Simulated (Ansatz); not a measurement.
## CoSi, pressure series

Base system: CoSi (space group P2_13, No. 198; a = 4.431 Å; non-magnetic).

Cell and atoms are relaxed at each pressure.

Calculations: DFT with PBE, PAW potentials and a 420 eV plane-wave cutoff in Ansatz (a program for electronic structure), scalar-relativistic without spin-orbit coupling, earlier PAW set.

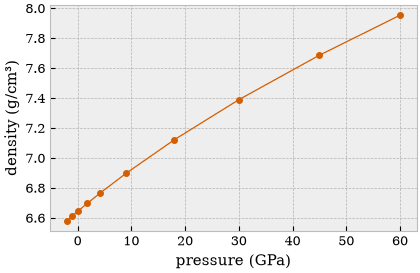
Figure: Density against pressure

Question: From the plot, what is the density for pressure 30 GPa?

Answer: About 7.4 g/cm³.

Question: Is the trend monotonic over the range shown?

Answer: Yes, it rises throughout, spanning 6.58 g/cm³ to 7.95 g/cm³.

Load acts through the strain it causes; cell and atoms are relaxed under it. Whether these cells are dynamically stable was not tested. Competing high-pressure phases were not computed. Starting moments died away, wholly or in part, for the base; another magnetic solution may exist. The final runs are not spin-polarised.
